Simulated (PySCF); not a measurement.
SMILES c1c([SiH2]N)cc[c]([GeH3])c1 at its GFN2-xTB optimised geometry (Å):

```
20

Si     0.9062    -3.1844     0.0000
N      2.6290    -3.1844     0.0000
C      0.0914    -1.4716     0.0000
C     -1.2957    -1.3445     0.0252
C     -1.9033    -0.1051     0.0240
C     -1.1440     1.0598    -0.0023
C      0.2395     0.9430    -0.0286
C      0.8427    -0.3006    -0.0272
Ge    -2.0113     2.8060     0.0109
H      0.5197    -3.8883    -1.2247
H      0.5192    -3.8868     1.2254
H      3.1203    -2.8851    -0.8262
H      3.1205    -2.8722     0.8214
H     -1.9046    -2.2383     0.0452
H     -2.9841    -0.0311     0.0417
H      0.8465     1.8402    -0.0522
H      1.9231    -0.3646    -0.0486
H     -2.6233     3.1163     1.3414
H     -3.1205     2.8731    -0.9906
H     -1.0270     3.8883    -0.2980
```

Computed with PySCF 2.14.0 with PBE0/def2-SVP. Cells within 0.4 Å of a nucleus heavier than hydrogen are left out (blank, or x).

Map of the electrostatic potential (hartree/e), clipped to [-0.08, 0.12] on the plane z = 0.0 Å:

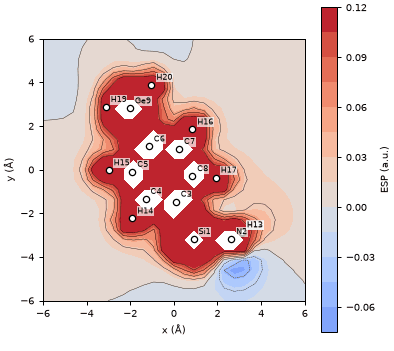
*Electrostatic potential (hartree/e), clipped to [-0.08, 0.12] on the plane z = 0.0 Å.*
